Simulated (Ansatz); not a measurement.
Process, species as SMILES: [Ge][Cl] (Cl-Ge) → Cl atom + Ge atom
B3LYP-D3(BJ)/def2-TZVP geometries, fixed; electronic energies without zero-point terms.
Largest species:
```
Ge
Cl 1 2.1967
```
Charge 0, spin multiplicity 2.

Basis-set convergence of the atomisation energy at wB97M-V with Ansatz (a program for electronic structure). Cartesian d functions, on some or all atoms, in 3-21G, 6-31G**; all else is spherical. The program fits the integrals of some runs and decomposes those of others, by size. Open shells are unrestricted. The functional holds VV10 correlation; no added dispersion term, no relativity. Functions are those of the species that has most. Reference: the value in aug-cc-pV(5+d)Z, 95.49 kcal/mol, itself unsure by roughly 0.07 kcal/mol (its mean distance from pcseg-4, aug-pcseg-3, aug-cc-pV(Q+d)Z). Deviations are taken from unrounded values.

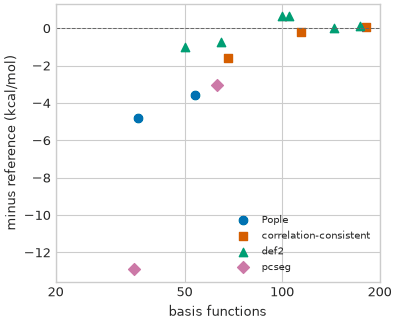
Figure: Deviation from the reference against the number of basis functions, by family of sets.

| basis | functions | atomisation energy (kcal/mol) | minus reference (kcal/mol) |
|---|---|---|---|
| pcseg-0 | 35 | 82.60 | -12.90 |
| 3-21G | 36 | 90.69 | -4.80 |
| def2-SVP | 50 | 94.47 | -1.02 |
| 6-31G** | 54 | 91.94 | -3.55 |
| aug-pcseg-1 | 63 | 92.44 | -3.06 |
| def2-SVPD | 65 | 94.74 | -0.76 |
| aug-cc-pV(D+d)Z | 68 | 93.89 | -1.61 |
| def2-TZVPD | 100 | 96.14 | 0.64 |
| def2-TZVPPD | 105 | 96.13 | 0.64 |
| aug-cc-pV(T+d)Z | 114 | 95.29 | -0.21 |
| def2-QZVP | 145 | 95.53 | 0.03 |
| def2-QZVPPD | 174 | 95.62 | 0.13 |
| aug-cc-pV(Q+d)Z | 182 | 95.57 | 0.08 |
